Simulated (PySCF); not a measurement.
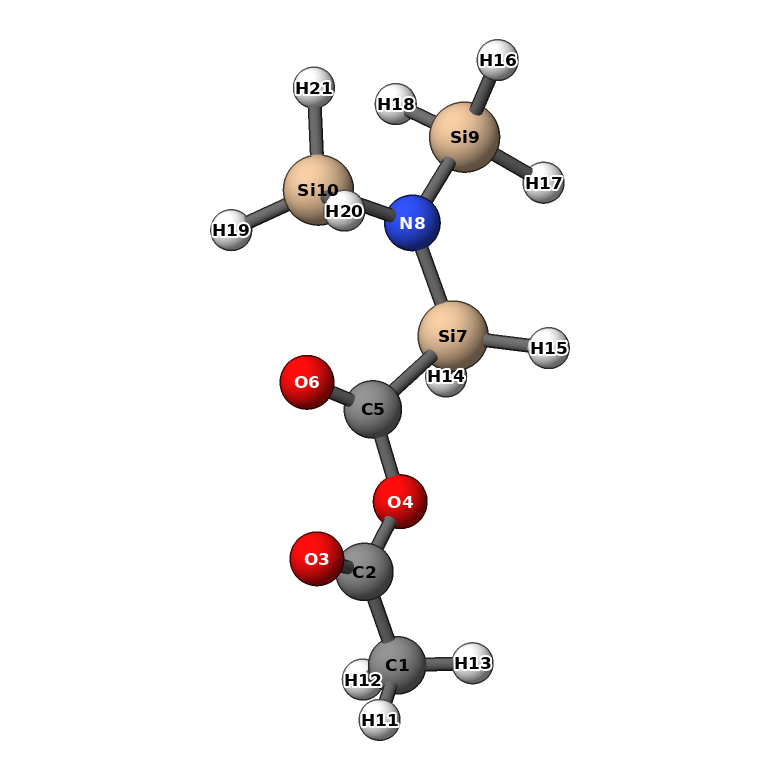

The geometry was computed by an optimisation with GFN2-xTB. No frequency run is at hand to confirm it as a minimum. Properties computed with GIAO PBE0/pcSseg-1 NMR shielding, non-relativistic, gas phase (PySCF 2.14.0). Principal shieldings σ11 ≤ σ22 ≤ σ33, span Ω = σ33 − σ11, skew κ = 3(σiso − σ22)/Ω.

Give the shielding tensors of the N atoms.

```
atom    σ11    σ22    σ33   σiso     Ω     κ
  N8  285.3  291.6  301.1  292.7  15.8  0.20
```

Shieldings and span in ppm.

The geometry is semi-empirical. Around Si such bond lengths and angles can be off by a tenth of an ångström or more and by several degrees, and values that hang on the shape move with them.
